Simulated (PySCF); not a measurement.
**C3H8BSi (SMILES [BH]C1C[SiH2]C1) (doublet): density, localisation and related maps**

```xyz
13

B     1.9901    0.6627   -0.7908
C     0.8662    0.1351    0.1138
C    -0.0233   -1.0210   -0.4630
Si   -1.5830   -0.2585    0.3242
C    -0.2684    1.1002    0.5800
H     2.6242    0.0880   -1.5797
H     1.3624   -0.2483    1.0157
H    -0.0299   -1.0171   -1.5521
H     0.2950   -2.0123   -0.1470
H    -2.7103    0.0437   -0.5575
H    -2.0374   -0.9229    1.5480
H    -0.3701    1.9524   -0.0910
H    -0.1199    1.4984    1.5816
```

Geometry: GFN2-xTB.

Level of theory: UKS B3LYP, pcH-1 on B C H Si, non-relativistic, mean-field spin-orbit, GIAO (PySCF 2.14.0, density-fitted response routines).

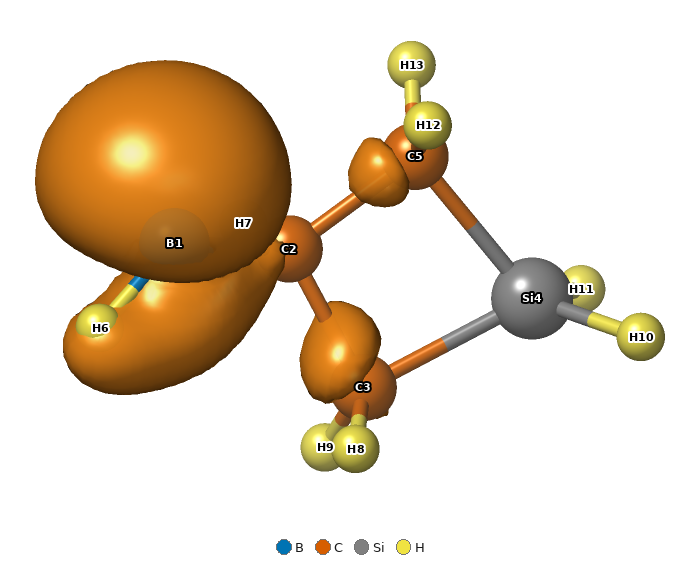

Figure 1. Isosurface of the spin density at +0.02 e/Å³ (orange), seen at a tilt.

Question: Describe the spin distribution.

Answer: The unpaired spin (1 electron) lies mostly on B1 (about 0.8), in electrons by Hirshfeld's partition.

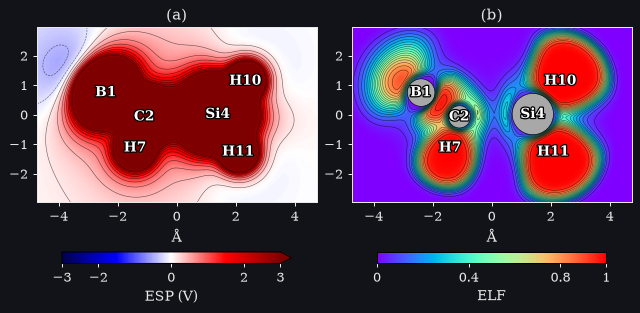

Figure 2. (a) electrostatic potential; (b) ELF on the plane of atoms B1, C2 and H7. Grey discs cover the atomic cores in the ELF map.

Question: Describe what can be read from this map.

Answer: The section cuts through B, C, Si and H sites.
C–B (1.54 Å): the ELF peaks at about 0.95 between the atoms, as expected for a shared electron pair.
C–H (1.10 Å): the ELF climbs to about 1 towards the hydrogen, as it does in any bond to H (a covalent bond by its length).
Si–H (1.46 Å): the ELF climbs to about 1 towards the hydrogen.
Outside the dense part of the molecule the potential is most negative (−0.5 V) near H6, which lies off the plane.

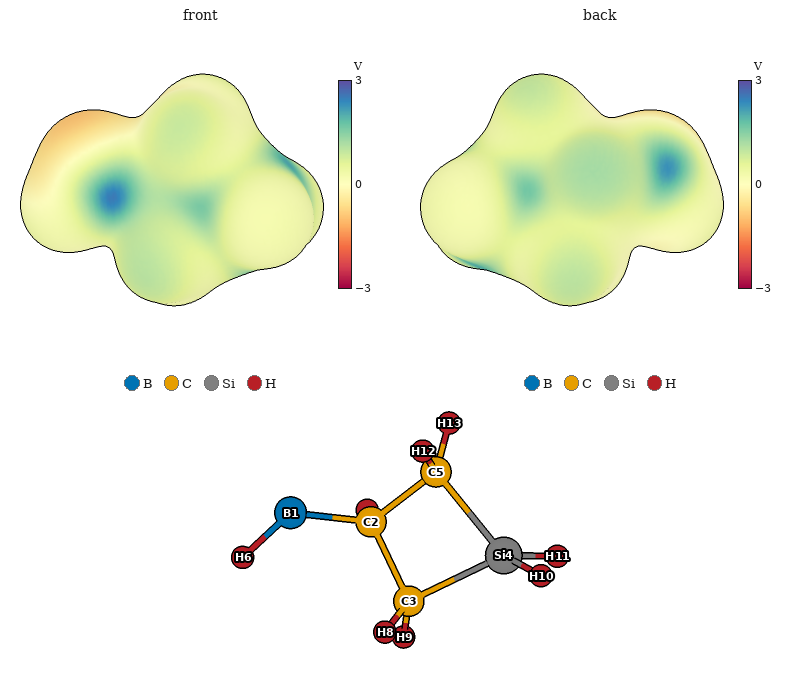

Figure 3. The molecular electrostatic potential painted on the density surface at 0.004 e/bohr³, seen from the front and from behind; the colour scale runs from red (negative) to blue (positive). The bare structure is drawn below in the same view.

Question: Where is the surface potential most negative and most positive?

Answer: The most negative region (about −0.9 V) lies over H6, the most positive (about +2.3 V) over B1.
